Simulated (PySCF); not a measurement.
# C8H10FOP: the cost of one run

Computed with PySCF 2.14.0 and routines of our own; the level stands in each step. Atoms count from 0.

## (1) The system as given

21 atoms, charge 0, multiplicity 1; geometry from: GFN2-xTB.

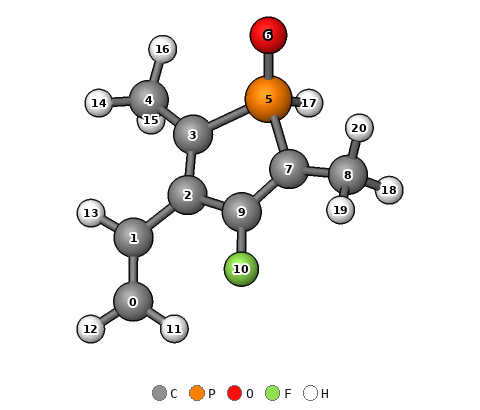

The starting geometry (carbon grey, phosphorus orange, oxygen red, fluorine green, hydrogen white).

## (2) Excited states: TDA CAM-B3LYP/def2-SVP

What the job is given:

```
{"job": {"kind": "states", "xc": "CAM-B3LYP", "basis": "def2-SVP", "tda": true, "soc": true, "nstates": 5, "ntriplets": 4, "nquad": 4}, "charge": 0, "multiplicity": 1}
C      2.595040     1.712100    -0.529058
C      2.159924     0.567510    -0.013198
C      0.775156     0.149589     0.106738
C      0.389875    -1.142666     0.246207
C      1.235210    -2.365198     0.279548
P     -1.422025    -1.230795     0.308522
O     -2.075234    -1.954010     1.398658
C     -1.600823     0.571010     0.216653
C     -2.895168     1.300327     0.264306
C     -0.364192     1.077752     0.115556
F     -0.142789     2.402121     0.068450
H      1.936668     2.468971    -0.916204
H      3.648676     1.924720    -0.590458
H      2.876968    -0.167386     0.329939
H      2.067465    -2.250793     0.974207
H      1.649711    -2.584689    -0.705847
H      0.625985    -3.210341     0.598313
H     -1.788168    -1.685127    -0.960993
H     -3.354058     1.329939    -0.725391
H     -2.750114     2.323208     0.607262
H     -3.577028     0.780702     0.936684
```

Method: TDA CAM-B3LYP/def2-SVP excited states, vertical, gas phase, spin-orbit mean-field couplings.

Command:

```sh
OMP_NUM_THREADS=1 python excited_run.py task.json out
```

One launch serves the whole session: the jobs run in the order shown.

Q: Estimate the wall time and peak memory of this job on 1 thread of Intel Xeon Platinum 8375C at 2.90GHz, shared host.

About 76 s, with a peak of 1 GiB.
